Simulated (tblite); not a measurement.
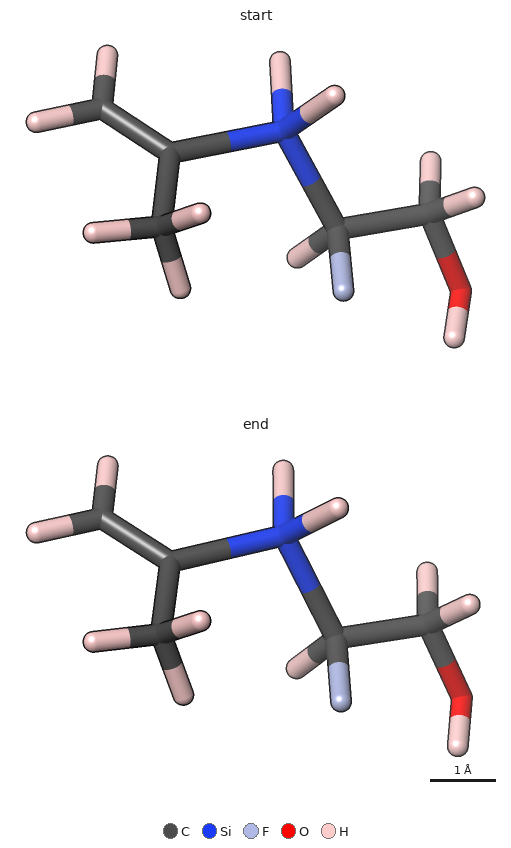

The structure of C$_{5}$H$_{11}$FOSi before (top) and after (bottom) a relaxation, at one scale.

Style: stick. Shown at a tilt.

Method: tblite, GFN2-xTB geometry optimisation, gas phase. 

**Summarise the run.**

Over 39 geometry steps the energy falls by 14.9 kJ/mol. An H atom moves most after the best rigid fit: 0.086 Å. Largest moves by element: H 0.086 Å, Si 0.071 Å, F 0.055 Å, C 0.038 Å, O 0.034 Å. Among the contacts that change: C–Si 1.868 → 1.926 Å, C–F 1.362 → 1.400 Å, C–O 1.432 → 1.404 Å, H–Si 1.494 → 1.468 Å. Bond angles that change, for instance: H–Si–H 107.3° → 111.7°, C–Si–H 110.5° → 106.7°, O–C–H 107.1° → 110.7°. Cost: 0.49 s on 1 thread of Arm Neoverse N1 (shared host).
